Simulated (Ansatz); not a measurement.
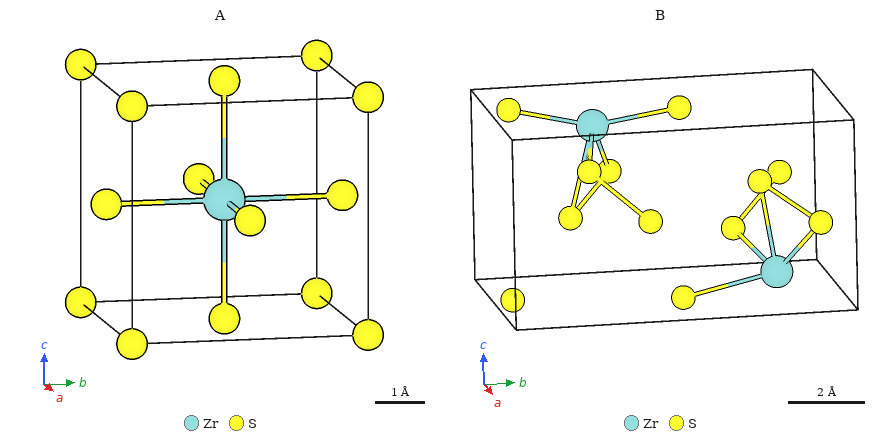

Two structures of ZrS4, each relaxed to rest (conventional cells in solid outline, small ones repeated, not to one scale). Method: Ansatz, DFT PBE, scalar-relativistic, plane waves, PAW, without spin polarisation.

> Describe A and B.

A: 5 atoms a cell on a primitive cubic lattice, Pm-3m. B: 10 atoms a cell on a primitive monoclinic lattice, P2_1.

> Which has the lower energy, and by how much?

B is lower, by 777 meV/atom at this level of theory (energies at zero smearing). Volumes: A 24.4, B 24.5 Å³/atom.

One or both may be structure types tried for this composition rather than known phases.
